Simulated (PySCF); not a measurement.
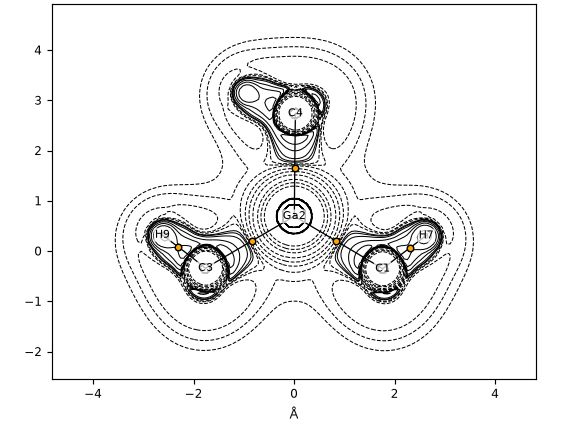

*C₃H₉Ga, SMILES `C[Ga](C)C`. Negative Laplacian of the density (−∇²ρ) in the plane of C1, Ga2, C3, C4, H7 and H9 (solid lines positive, dashed lines negative, contours at ±0.02 to ±8 a.u.), with bond paths and bond critical points (dots).*

Level of theory: ωB97X/def2-TZVP (PySCF), at a geometry from GFN2-xTB. No frequency check shows the geometry to be a minimum. GFN2-xTB bond lengths at metals and heavier atoms can be off by up to 0.1 Å and shapes distorted, which carries into these values.

Q: Sort the bonds in the plane by the sign of ∇²ρ at their critical points.

A: Concentrated (∇²ρ < 0): C3–H9 (−0.90 a.u.); C1–H7 (−0.90 a.u.). Depleted (∇²ρ > 0): Ga2–C4 (+0.15 a.u., H = −0.037); C1–Ga2 (+0.15 a.u., H = −0.037); Ga2–C3 (+0.15 a.u., H = −0.037).

Q: Where along C3–H9 does the critical point lie?

A: 0.69 Å from C3 and 0.40 Å from H9.

The PySCF run took 11 s on 1 thread of AMD EPYC 9R45 96-Core Processor (Zen 5), with other jobs on the host, peak memory 0.81 GiB.
